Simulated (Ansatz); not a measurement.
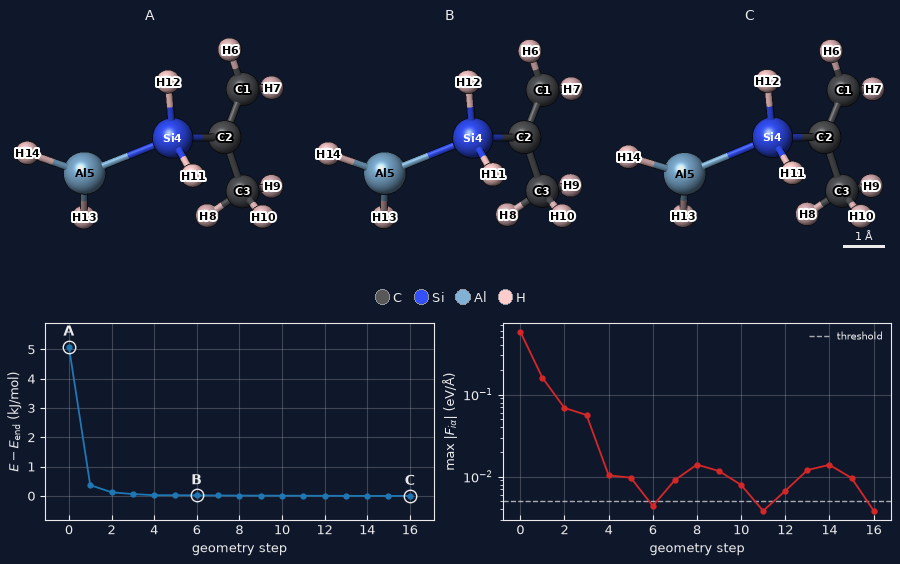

Frames of a relaxation of C3H9AlSi, marked on the history of the run. The picture is a ball-and-stick view, seen at a tilt.

The start comes from PBE-D4/def2-SVP.

Method: RKS PBE0-D4/def2-TZVP in Ansatz.

Input
```yaml
crystal:
  periodic: [false, false, false]
  atoms:
    - {symbol: C, position_ang: [-0.379126, 1.622232, 1.242048]}
    - {symbol: C, position_ang: [0.053921, 0.425614, 0.787278]}
    - {symbol: C, position_ang: [1.482249, -0.033515, 0.952978]}
    - {symbol: Si, position_ang: [-1.131921, -0.720439, -0.152905]}
    - {symbol: Al, position_ang: [-0.460768, -0.889752, -2.520188]}
    - {symbol: H, position_ang: [-1.424176, 1.952975, 1.123833]}
    - {symbol: H, position_ang: [0.303911, 2.320036, 1.761038]}
    - {symbol: H, position_ang: [1.959086, -0.245263, -0.029286]}
    - {symbol: H, position_ang: [2.101242, 0.722965, 1.478041]}
    - {symbol: H, position_ang: [1.533621, -0.982283, 1.530093]}
    - {symbol: H, position_ang: [-1.071062, -2.107335, 0.457367]}
    - {symbol: H, position_ang: [-2.546376, -0.219821, 0.011898]}
    - {symbol: H, position_ang: [1.094562, -0.764234, -2.910843]}
    - {symbol: H, position_ang: [-1.528263, -1.110381, -3.702553]}
basis:
  gaussian: {orbitals: def2-TZVP}
hamiltonian: {xc: pbe0, dispersion: d4}
relax: {f_tol: 0.005, max_steps: 150}
```

Run as
```bash
ansatz run in.yaml --threads 4 --pin off --events-out ev --progress --plain --max-ram 10444MiB
```

**Describe the path.**

After 16 geometry steps the energy has fallen by 5.10 kJ/mol. The largest force component goes from 0.58 to 0.0039 eV/Å. The forces were under the threshold at step 6, but the run went on from there. The atom that moves furthest after the best rigid fit is H14 (0.12 Å). Largest moves by element: H 0.12 Å, C 0.04 Å, Si 0.03 Å, Al 0.02 Å. Some distances before and after: C2–Si4 1.898 → 1.877 Å, C1–C2 1.351 → 1.332 Å, Si4–H11 1.516 → 1.498 Å, Si4–H12 1.509 → 1.492 Å. From step 0 to 6: H atoms move most (0.04 Å), energy −5.07 kJ/mol. From step 6 to 16: H14 moves most (0.11 Å), energy −0.02 kJ/mol.
